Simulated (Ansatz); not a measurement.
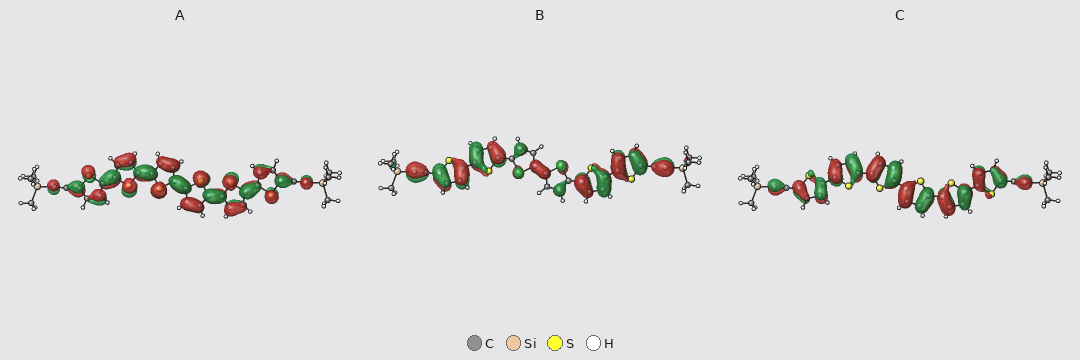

C$_{34}$H$_{30}$S$_{6}$Si$_{2}$ (SMILES C[Si](C)(C)C#Cc1ccc(-c2ccc(-c3ccc(-c4ccc(-c5ccc(-c6ccc(C#C[Si](C)(C)C)s6)s5)s4)s3)s2)s1). Three frontier orbitals at ±0.05 Å⁻³ᐟ² (green and red are the two phases), in no order.

Geometry: PBE-D4/def2-SVP.

Computed with Ansatz 0.2.0, RKS PBE0-D4/def2-SVP.

C$_{34}$H$_{30}$S$_{6}$Si$_{2}$ (SMILES C[Si](C)(C)C#Cc1ccc(-c2ccc(-c3ccc(-c4ccc(-c5ccc(-c6ccc(C#C[Si](C)(C)C)s6)s5)s4)s3)s2)s1), 72 atoms.

Which picture is the HOMO−1, the HOMO and the LUMO?

B is the HOMO−1 (−5.78 eV). No atom holds more than about 10 % of it (Hirshfeld); by element the shares are C 90 % and S 10 %. C is the HOMO (−5.21 eV). No atom holds more than about 10 % of it (Hirshfeld); by element the shares are C 90 % and S 5 %. A is the LUMO (−2.57 eV). No atom holds more than about 10 % of it (Hirshfeld); by element the shares are C 75 % and S 25 %.

What is the HOMO–LUMO gap?

2.64 eV between the orbital energies.
